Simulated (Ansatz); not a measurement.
# SiClOF2 (SMILES [O][Si](F)(F)Cl): UPBE0/def2-SVP

Aim: the vertical doublet–quartet gap of SiClOF2 at UPBE0/def2-SVP, from 2 runs. 

The results are computed with Ansatz 0.2.0.

70 further runs of the same task are left out: 2 that didn't finish, 68 set aside as unsound or not needed. Runs told in other sessions of the task aren't counted.

### Step 1. Starting point

SiClOF2: 5 atoms, total charge 0, spin state doublet. As SMILES, `[O][Si](F)(F)Cl`. The shape is that of a PBE0-D4/def2-TZVP optimisation.

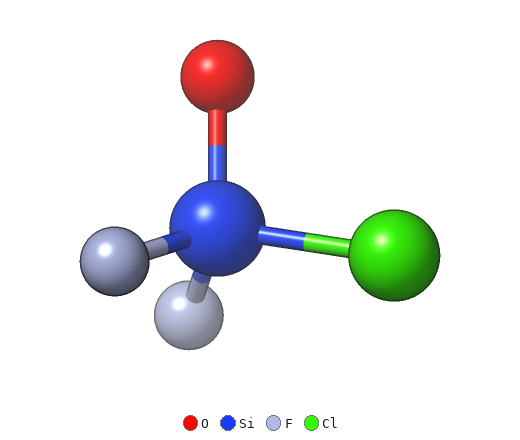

Viewed from a chosen angle; oxygen red, silicon blue, fluorine light blue, chlorine green.

### Step 2. The energy at UPBE0/def2-SVP

input.yaml reads:

```yaml
crystal:
  periodic: [false, false, false]
  atoms:
    - {symbol: O, position_ang: [-0.173100, 0.048700, 1.622400]}
    - {symbol: Si, position_ang: [0.071000, -0.092200, 0.005600]}
    - {symbol: F, position_ang: [-0.374600, -1.493300, -0.542700]}
    - {symbol: F, position_ang: [1.581700, 0.074400, -0.383900]}
    - {symbol: Cl, position_ang: [-1.055100, 1.388700, -0.742800]}
basis:
  gaussian: {orbitals: def2-SVP}
magnetization: {spin_polarized: true, initial_magnetization: 1}
hamiltonian: {xc: {name: PBE0}}
accuracy: high
output: {orbitals: {seedname: orbitals}}
```

Started as:

```sh
$ ansatz run input.yaml --threads 1 --pin off --max-ram 2610MiB --events-out events.jsonl --progress --plain --runs-dir runs
```

Standard output:

```text
Warning: RAYON_NUM_THREADS=1 ignored (pool sized by the plan → 1); use --threads N
Functional definition: PBE0
  name "PBE0"
  parameter a = 0.25
  parameter kappa = 0.804
  parameter beta = 0.06672455060314922
  exchange = (1 - a)*pbe_x(kappa = kappa, mu = beta*pi^2/3) + a*exact_x
  correlation = pbe_c(beta = beta)
1499 factors; integrals over basis functions are off by at most 3.7e-9 eV
mean field evaluation 1: about -27844.1732 eV, gradient 5.1e1 eV
mean field evaluation 2: about -27737.3075 eV, gradient 1.4e2 eV
mean field evaluation 4: about -27855.8415 eV, gradient 1.8e1 eV
mean field evaluation 8: about -27857.0854 eV, gradient 5.9e-1 eV
mean field evaluation 16: about -27857.2499 eV, gradient 4.1e-3 eV
mean field evaluation 32: about -27857.2499 eV, gradient 9.1e-6 eV
mean field -27857.24991667 eV, -1023.7350521156 hartree, gradient 4.7e-8 eV, S^2 0.752884; 2 other end points of the search recorded, 0 dependent functions left out
reference -27857.24991848 eV, -1023.7350521818 hartree; 29, 28 occupied and 49, 50 virtual orbitals, 1499 factors
Total energy: -27857.24991848 eV, -1023.7350521818 hartree
```

Run time: 23 s. Hardware: 1 thread of Intel Xeon Platinum 8259CL at 2.50GHz (Skylake/Cascade Lake), shared host; peak memory 0.4 GiB.

### Step 3. The quartet, same level

run.yaml reads:

```yaml
crystal:
  periodic: [false, false, false]
  atoms:
    - symbol: O
      position_ang: [-0.173100, 0.048700, 1.622400]
    - symbol: Si
      position_ang: [0.071000, -0.092200, 0.005600]
    - symbol: F
      position_ang: [-0.374600, -1.493300, -0.542700]
    - symbol: F
      position_ang: [1.581700, 0.074400, -0.383900]
    - symbol: Cl
      position_ang: [-1.055100, 1.388700, -0.742800]
basis:
  gaussian: {orbitals: def2-SVP}
magnetization: {spin_polarized: true, initial_magnetization: 3}
hamiltonian: {xc: {name: PBE0}}
accuracy: high
output: {orbitals: {seedname: orbitals}}
```

Started as:

```sh
$ ansatz run run.yaml --threads 1 --pin off --max-ram 2610MiB --events-out events.jsonl --progress --plain --runs-dir runs
```

Standard output (excerpt; [...] marks lines left out):

```text
Warning: RAYON_NUM_THREADS=1 ignored (pool sized by the plan → 1); use --threads N
[... 7 set-up lines as earlier in the session ...]
1500 factors; integrals over basis functions are off by at most 3.6e-9 eV
mean field evaluation 1: about -27827.2629 eV, gradient 5.9e1 eV
mean field evaluation 2: about -27625.1853 eV, gradient 1.8e2 eV
mean field evaluation 4: about -27838.3197 eV, gradient 4.3e1 eV
mean field evaluation 8: about -27848.2258 eV, gradient 8.8e-1 eV
mean field evaluation 16: about -27848.4814 eV, gradient 6.0e-2 eV
mean field evaluation 32: about -27848.4816 eV, gradient 1.0e-5 eV
mean field evaluation 64: about -27847.5888 eV, gradient 8.2e0 eV
mean field -27848.48156794 eV, -1023.4128212430 hartree, gradient 6.3e-8 eV, S^2 3.759315; 6 other end points of the search recorded, 0 dependent functions left out
reference -27848.48157071 eV, -1023.4128213449 hartree; 30, 27 occupied and 48, 51 virtual orbitals, 1500 factors
Total energy: -27848.48157071 eV, -1023.4128213449 hartree
```

It took 23 s on 1 thread of Intel Xeon Platinum 8259CL at 2.50GHz (Skylake/Cascade Lake), shared host; peak memory 0.37 GiB.

### Step 4. Outcome

Level: UPBE0/def2-SVP.

| quantity | value |
| --- | --- |
| doublet: total energy | -1023.73505 Eh |
| doublet: HOMO energy (highest over α and β) | -10.02 eV |
| doublet: LUMO energy (lowest over α and β) | -5.63 eV |
| doublet: ⟨S²⟩ | 0.753 |
| quartet: total energy | -1023.41282 Eh |
| quartet: HOMO energy (highest over α and β) | -1.35 eV |
| quartet: ⟨S²⟩ | 3.759 |
| vertical energy of the quartet above the doublet | 8.768 eV |

In words: At this shape the quartet lies 8.77 eV (846 kJ/mol) above the doublet.
